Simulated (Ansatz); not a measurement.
Input file:

```
crystal:
  periodic: [false, false, false]
  atoms:
    - {symbol: C, position_ang: [-0.222272, -0.458664, -0.058109]}
    - {symbol: C, position_ang: [0.469917, -0.384893, 1.070154]}
    - {symbol: Si, position_ang: [-1.111071, -0.553276, -1.506750]}
    - {symbol: H, position_ang: [0.484435, 0.514054, 1.693527]}
    - {symbol: H, position_ang: [1.069561, -1.218370, 1.447869]}
basis:
  gaussian:
    orbitals: def2-TZVPD
hamiltonian:
  xc: {name: PBE0}
output:
  forces: true
  orbitals: {seedname: orbitals}
```

Run with:

```sh
ansatz run input.yaml --threads 1 --pin off --max-ram 2610MiB --events-out events.jsonl --progress --plain --runs-dir runs
```

Geometry: B3LYP/6-31G*.

Theory: Ansatz 0.2.0, isolated molecule in a Gaussian basis; Kohn-Sham density functional theory, functional PBE0.

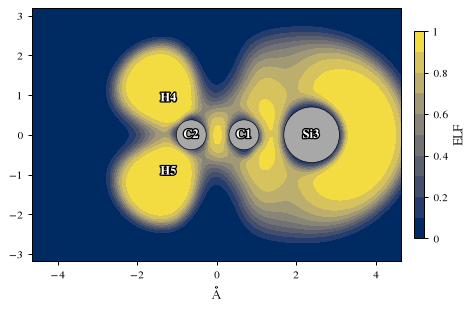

C2H2Si. Electron localisation function on the molecular plane. Grey discs cover the atomic cores.

Describe what can be read from this map.

The section cuts through C, Si and H sites. C–C (1.33 Å): the ELF peaks at about 0.95 between the atoms; a short, multiple covalent bond. C–Si (1.70 Å): the ELF peaks at about 0.90 between the atoms (a covalent bond). C–H (1.09 Å): the ELF climbs to about 1 towards the hydrogen, as it does in any bond to H: a covalent bond by its length. The ELF also peaks beside Si3, away from the bonds: lone-pair regions.
